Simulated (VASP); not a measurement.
Band structure of AlNi (space group P4/mmm). Computed with r2SCAN meta-GGA, VASP's PBE PAW potentials (set 64) (plane waves; VASP).

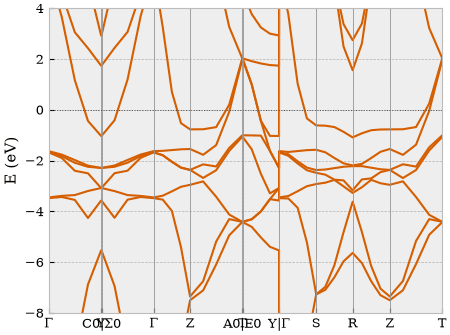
*Bands along high-symmetry lines, zero at the valence-band maximum or, without a gap, the Fermi level*

Task: Read the plot: is there a gap, and where are the band edges?

Result: It has no gap at this level: it comes out as a metal or semimetal.

The structure comes from a computed database's AlNi entry (Cmmm); how it stands against other phases isn't given here. It was relaxed first. The relaxed cell has space group P4/mmm. The run is not spin-polarised, so no magnetic state was tried. The electron count is odd and the run is not spin-polarised, which forces a metal.
